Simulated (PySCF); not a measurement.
Molecule: CH₅P, SMILES C=[PH3].

Simulated rotational absorption lines between 20 and 120 GHz at 20 K: rigid rotor with the equilibrium constants and dipole of one optimised conformer (PBE0-D3(BJ)/def2-SVP, PySCF), commonest isotopes; no centrifugal distortion, hyperfine structure, internal rotation or nuclear-spin weights; lines within 1 MHz of each other are summed. Lines of different type are drawn apart.

Q: What are the rotational constants, and what kind of rotor is it?

A: Rotational constants A, B, C = 76.33, 13.91, 13.19 GHz; Ray's κ = −0.98, a near-prolate asymmetric top.

Q: Assign the strongest lines, as J(Ka,Kc).

A:
| GHz | upper | lower | type | relative intensity |
| --- | --- | --- | --- | --- |
| 108.33 | 4(0,4) | 3(0,3) | a | 1.00 |
| 109.82 | 4(1,3) | 3(1,2) | a | 0.82 |
| 106.93 | 4(1,4) | 3(1,3) | a | 0.79 |
| 81.27 | 3(0,3) | 2(0,2) | a | 0.53 |
| 82.37 | 3(1,2) | 2(1,1) | a | 0.41 |
| 108.45 | 4(2,2) | 3(2,1) | a | 0.41 |

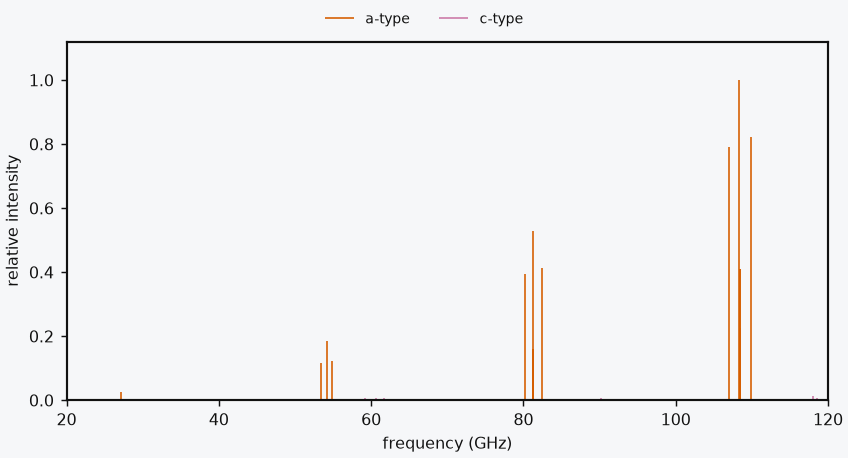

Caveats: coarse grid, loose stop and no frequency check, small forces are noise and the end may be a saddle.
